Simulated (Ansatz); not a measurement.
**ZrS2, response to strain**

Base system: ZrS₂ in the CdI2 type structure (space group P-3m1, No. 164; a = 3.635 Å, c = 5.720 Å; layered, stacked along the Cartesian z axis). Axes: x lies along a and z along c of the hexagonal cell.

Strains are applied to the cell and any free atomic positions relax; under biaxial strain the out-of-plane vector relaxes too.

Calculations: DFT with PBE-D3(BJ), PAW potentials and a 420 eV plane-wave cutoff in Ansatz (a quantum-chemistry and plane-wave program), scalar-relativistic without spin-orbit coupling.

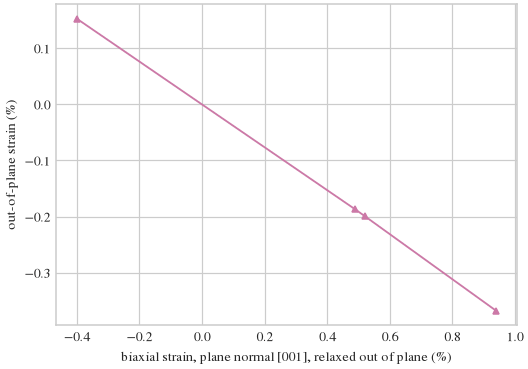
Out-of-plane strain against biaxial strain, plane normal [001], relaxed out of plane

| biaxial strain, plane normal [001], relaxed out of plane (%) | out-of-plane strain |
|---|---|
| -0.4 | +0.15 % |
| 0.49 | -0.19 % |
| 0.52 | -0.20 % |
| 0.94 | -0.37 % |

Whether these cells are dynamically stable was not tested.
